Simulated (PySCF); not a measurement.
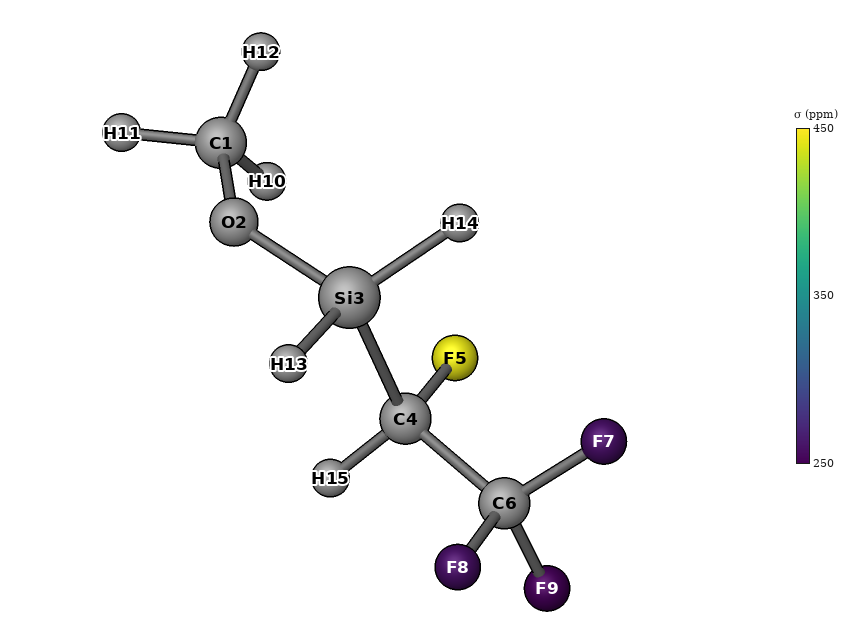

Atoms are coloured by their isotropic NMR shieldings (F only, the others grey). The geometry was computed by an optimisation with GFN2-xTB. No frequency run is at hand to confirm it as a minimum. Method: GIAO PBE0/pcSseg-1 NMR shielding, non-relativistic, gas phase (PySCF 2.14.0).

List the isotropic NMR shieldings of the F atoms.

| atom | σ (ppm) |
| --- | --- |
| F5 | 442.5 |
| F7 | 259.0 |
| F8 | 258.9 |
| F9 | 252.3 |

The geometry is semi-empirical. Around Si such bond lengths and angles can be off by a tenth of an ångström or more and by several degrees, and values that hang on the shape move with them.
